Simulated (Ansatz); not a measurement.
Phonon calculation, with input and output: GaNH6

The run: phonon calculation of GaNH6. Method and program: RKS PBE0/def2-SVP (Ansatz 0.2.0).

It belongs to a series of runs on one base structure; here: vibrations at the highest image of the band. Figures and captions count atoms from 1; the log counts them from 0 in places.

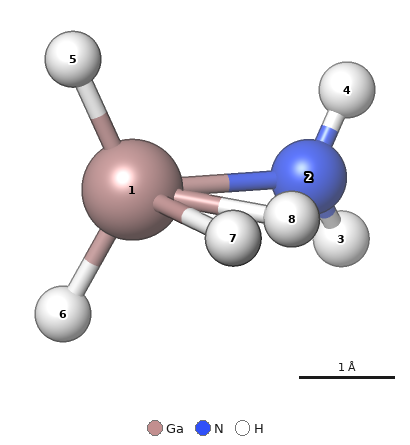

**Figure 1.** The structure (ball-and-stick view, seen at a tilt; atoms are numbered from 1 in the order of the input). Sticks mark near contacts. Bond lengths as drawn: Ga–H 1.56 to 1.88 Å, Ga–N 1.97 Å and H–N 1.02 Å.

### Input
```yaml
crystal:
  periodic: [false, false, false]
  atoms:
    - { symbol: Ga, position_ang: [-0.006898, 0.014698, 0.173585] }
    - { symbol: "N", position_ang: [-0.048408, 0.29201, 2.123535] }
    - { symbol: H, position_ang: [-0.835353, -0.047379, 2.671635] }
    - { symbol: H, position_ang: [0.810474, 0.175993, 2.656706] }
    - { symbol: H, position_ang: [1.432029, -0.167491, -0.406759] }
    - { symbol: H, position_ang: [-1.36551, -0.476283, -0.420733] }
    - { symbol: H, position_ang: [-0.217504, 1.866163, 0.400392] }
    - { symbol: H, position_ang: [-0.186128, 1.480786, 1.296939] }
basis:
  gaussian: { orbitals: def2-SVP }
hamiltonian:
  xc: pbe0
phonons: {}
```

Hardware: 2 threads of Arm Neoverse V1, 24 GiB of memory available, shared host.

Launched with:
```bash
ansatz run input.yaml --threads 2 --pin off --max-ram 3072MiB --backend cpu --events-out ev --progress --plain --runs-dir out
```

### Log
```
Engine: ansatz 0.2.0, aarch64-unknown-linux-gnu
Functional definition: PBE0
  parameter a = 0.25
  parameter kappa = 0.804
  parameter beta = 0.06672455060314922
  exchange = (1 - a)*pbe_x(kappa = kappa, mu = beta*pi^2/3) + a*exact_x
  correlation = pbe_c(beta = beta)
830 factors; integrals over basis functions are off by at most 4.4e-4 eV
mean field evaluation 1: about -53942.3858 eV, gradient 5.2e1 eV
mean field evaluation 2: about -53932.4540 eV, gradient 8.2e1 eV
mean field evaluation 4: about -53947.5751 eV, gradient 2.9e0 eV
mean field evaluation 8: about -53947.5905 eV, gradient 5.5e-2 eV
mean field -53947.59049318 eV, -1982.5373836341 hartree, gradient 6.1e-5 eV, S^2 0.000000; 0 other end points of the search recorded, 0 dependent functions left out
the calculation of the forces begins
reference -53947.59052133 eV, -1982.5373846688 hartree; 22, 22 occupied and 54, 54 virtual orbitals, 830 factors
these checks for a lower state are left out or cut short: stability, starts, cluster_reference, orbital_swaps, neighbouring_geometries, increment
830 factors; integrals over basis functions are off by at most 4.4e-4 eV
mean field evaluation 16: about -53947.5850 eV, gradient 1.6e-1 eV
mean field -53947.59038653 eV, -1982.5373797149 hartree, gradient 5.6e-7 eV, S^2 0.000000; 0 other end points of the search recorded, 0 dependent functions left out
[... from here on the field's lines of each further geometry are left out, up to the last ...]
the calculation of the forces begins
reference -53947.59046320 eV, -1982.5373825324 hartree; 22, 22 occupied and 54, 54 virtual orbitals, 830 factors
these checks for a lower state are left out or cut short: stability, starts, cluster_reference, orbital_swaps, neighbouring_geometries, increment
830 factors; integrals over basis functions are off by at most 4.3e-4 eV
mean field -53947.59053940 eV, -1982.5373853329 hartree, gradient 1.8e-6 eV, S^2 0.000000; 0 other end points of the search recorded, 0 dependent functions left out
the calculation of the forces begins
reference -53947.59056757 eV, -1982.5373863678 hartree; 22, 22 occupied and 54, 54 virtual orbitals, 830 factors
WARN: phonons: modes at or below zero, which the zero-point energy, F, S and C_V leave out: 1, the lowest at -1232.29 cm⁻¹. A minimum has none, and a first-order saddle one
Total energy: -53947.59052133 eV, -1982.5373846688 hartree
Atom 0 at    -0.006898     0.014698     0.173585 Å, force    -0.009473     0.014346     0.006903 eV/Å
Atom 1 at    -0.048408     0.292010     2.123535 Å, force     0.027845     0.002120    -0.000372 eV/Å
Atom 2 at    -0.835353    -0.047379     2.671635 Å, force    -0.008207     0.000771    -0.004782 eV/Å
Atom 3 at     0.810474     0.175993     2.656706 Å, force    -0.008258    -0.005766     0.009906 eV/Å
Atom 4 at     1.432029    -0.167491    -0.406759 Å, force     0.003019     0.001531    -0.002808 eV/Å
Atom 5 at    -1.365510    -0.476283    -0.420733 Å, force    -0.001752    -0.002244    -0.000408 eV/Å
Atom 6 at    -0.217504     1.866163     0.400392 Å, force    -0.000774    -0.016552     0.012480 eV/Å
Atom 7 at    -0.186128     1.480786     1.296939 Å, force    -0.002399     0.005795    -0.020917 eV/Å
Dipole moment:     0.017114    -0.133006     0.384685 e Å
Vibrations: -1232.29 307.03 421.62 547.76 603.21 618.85 679.15 723.19 777.96 872.31 1396.75 1499.96 1746.28 1938.19 1998.29 2006.37 3560.95 3670.10 cm⁻¹, zero-point energy 1.448629 eV
```

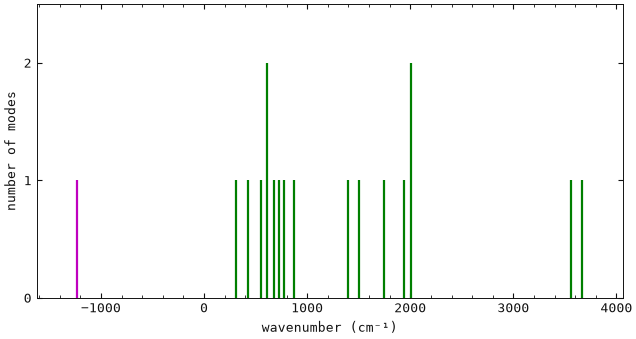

**Figure 2.** Harmonic vibrational wavenumbers from the force constants; neighbouring modes closer than 22 cm⁻¹ are counted in one stick, and imaginary ones are drawn at negative wavenumbers. 18 modes from 1232i to 3670 cm⁻¹, 1 imaginary beyond 8i (1232i cm⁻¹): a first-order saddle point, if the geometry is stationary.

### Summary

```json
{"quantity": "outcome", "value": "converged"}
{"quantity": "total energy", "value": "−53947.5905 eV"}
{"quantity": "mean-field energy", "value": "−53947.5905 eV"}
{"quantity": "largest force (length of the vector)", "value": "0.028 eV/Å"}
{"quantity": "wall time", "value": "45 s (CPU time 83 s)"}
{"quantity": "peak memory", "value": "0.14 GiB"}
```
